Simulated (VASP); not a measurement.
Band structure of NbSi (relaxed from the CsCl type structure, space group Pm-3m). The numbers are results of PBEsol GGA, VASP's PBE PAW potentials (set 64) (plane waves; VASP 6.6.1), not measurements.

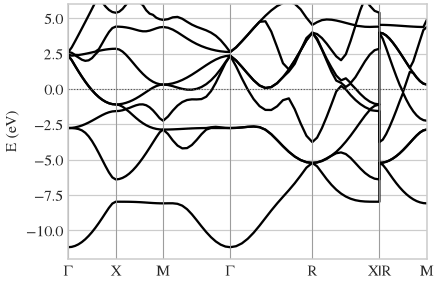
Fig. 1. Bands along high-symmetry lines, zero at the valence-band maximum or, without a gap, the Fermi level

Q: Read the plot: is there a gap, and where are the band edges?

A: It has no gap at this level: it comes out as a metal or semimetal. (Edges off the drawn lines would not show.)

The structure was generated: NbSi was put into the CsCl type type (Pm-3m), which need not be its known phase. It was relaxed first, which changed the volume by -33 %. The electron count is odd and the run is not spin-polarised, which forces a metal.
